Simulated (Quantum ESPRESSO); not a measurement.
What a tighter setting buys: conv_thr, Cd3Ge (I4/mmm, 4 atoms in the cell)

```yaml
crystal:
  lattice:
    - [-2.23378, 2.23378, 4.63448]
    - [2.23378, -2.23378, 4.63448]
    - [2.23378, 2.23378, -4.63448]
  atoms:
    - { symbol: Cd, position: [0.75000, 0.25000, 0.50000] }
    - { symbol: Cd, position: [0.25000, 0.75000, 0.50000] }
    - { symbol: Cd, position: [0.50000, 0.50000, 0.00000] }
    - { symbol: Ge, position: [0.00000, 0.00000, 0.00000] }
```

Level of theory: PBEsol, GBRV 1.5 ultrasoft (PBESOL) pseudopotentials (plane waves; Quantum ESPRESSO 7.5).

Base settings: ecutwfc = 50 Ry; ecutrho = 250 Ry; occupations = smearing; smearing = marzari-vanderbilt; degauss = 0.0036749 Ry; potentials = {Cd: cd_pbesol_v1.uspp.F.UPF, Ge: ge_pbesol_v1.4.uspp.F.UPF}; K_POINTS = automatic 7 7 7 1 1 1; conv_thr = 1e-11 Ry; mixing_beta = 0.3.

Misses are taken against the tightest run, 7.3e-14 Ry, which need not be fully converged itself. The energy is the free energy per atom.

The count of work is k-points × plane waves × bands × iterations; it is no time, and leaves out set-up, grids and terms that scale otherwise. Core times come from one kind of shared machine and are given to one figure; runs under 30 s give none.

The starting cell comes from a database of computed structures (which also holds hypothetical and non-ambient phases and stackings), without a prior relaxation at this level. Its lattice was rescaled by a random factor within 2.5 % of one. In the base run, with a pressure of about -6 GPa the cell is away from its equilibrium volume at this level.

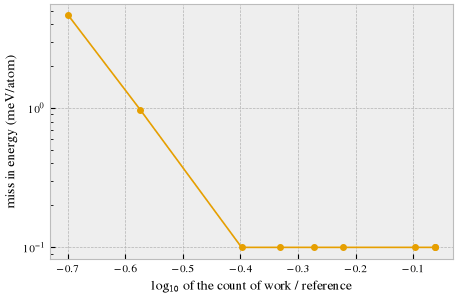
Fig. 1. Miss against the count of work; the reference run is not drawn, and misses under 0.1 meV/atom are drawn there.

```
conv_thr    energy less reference (meV/atom)  pressure less reference (GPa)  count of work / reference  core time / reference (rough)
----------  --------------------------------  -----------------------------  -------------------------  -----------------------------
0.0073 Ry                               4.63                         -16.45                       0.20                            0.4
0.00073 Ry                              0.97                           5.54                       0.27                            0.4
7.3e-05 Ry                              0.04                           0.31                       0.40                            0.5
7.3e-06 Ry                              0.00                           0.74                       0.47                            0.8
7.3e-07 Ry                              0.00                           0.18                       0.53                            0.9
7.3e-08 Ry                              0.00                          -0.03                       0.60                            1.0
7.3e-10 Ry                              0.00                           0.00                       0.80                              1
1e-11 Ry                                0.00                           0.00                       0.87                              1
7.3e-12 Ry                              0.00                           0.00                       0.87                              2
7.3e-14 Ry                              0.00                           0.00                        1.0                              1
```

Coarsest setting among those run that, with all tighter ones, holds the energy within 2 meV/atom of the reference: 0.00073 Ry, off by 0.97 meV/atom; it needs 0.27 of the reference's count of work and about 0.4 of the reference's time.

Coarsest setting among those run that, with all tighter ones, holds the energy within 0.5 meV/atom of the reference: 7.3e-05 Ry, off by 0.04 meV/atom; its saving against the reference is no more than about a factor of 2 in time.

Smallest miss in the energy for at most 0.3 times the reference's count of work: 0.00073 Ry, with a miss of 0.97 meV/atom at a count of 0.27.

The step from 0.0073 Ry to 7.3e-08 Ry: it takes the miss in the energy from 4.6 to 0.00 meV/atom, for 3.0 times the count of work and roughly 2 times the time.
